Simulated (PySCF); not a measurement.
Molecule (SMILES): [C]=C=[C] (closed-shell singlet).
Geometry (B3LYP-D3(BJ)/def2-TZVP, fixed):
```
C
C 1 1.2873
C 1 1.2873 2 180.00
```

Basis-set convergence of the mean static polarisability at PBE with PySCF. All functions are spherical. Density fitting with generated auxiliary sets. No added dispersion term, no relativity. Reference: the value in d-aug-cc-pVTZ, 34.00 bohr³. Deviations are taken from unrounded values. Cost is core time over that of 6-311++G(2d,2p), rough, on shared machines of one kind; a dash marks a row that isn't timed (too short, read off another run, short of memory, by another algorithm or on other hardware).

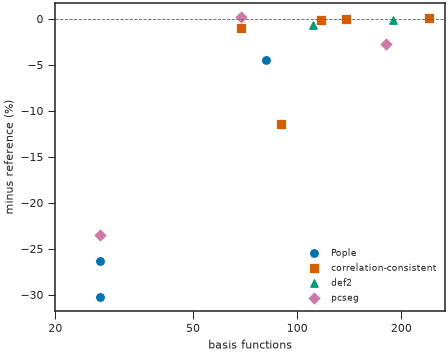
Figure: Deviation from the reference against the number of basis functions, by family of sets.

| basis | functions | mean static polarisability (bohr³) | minus reference (%) | cost |
|---|---|---|---|---|
| 3-21G | 27 | 23.70 | -30.3 | - |
| 6-31G | 27 | 25.06 | -26.3 | - |
| pcseg-0 | 27 | 25.99 | -23.5 | - |
| aug-cc-pVDZ | 69 | 33.66 | -1.0 | 0.8× |
| aug-pcseg-1 | 69 | 34.06 | 0.2 | 0.8× |
| 6-311++G(2d,2p) | 81 | 32.49 | -4.4 | 1× |
| cc-pVTZ | 90 | 30.10 | -11.5 | 1× |
| def2-TZVPPD | 111 | 33.78 | -0.6 | 2× |
| jun-cc-pV(T+d)Z | 117 | 33.97 | -0.1 | 2× |
| aug-cc-pVTZ | 138 | 33.98 | -0.1 | 2× |
| pcseg-3 | 180 | 33.07 | -2.7 | 4× |
| def2-QZVPPD | 189 | 33.94 | -0.2 | 5× |
| aug-cc-pVQZ | 240 | 34.01 | 0.0 | 7× |
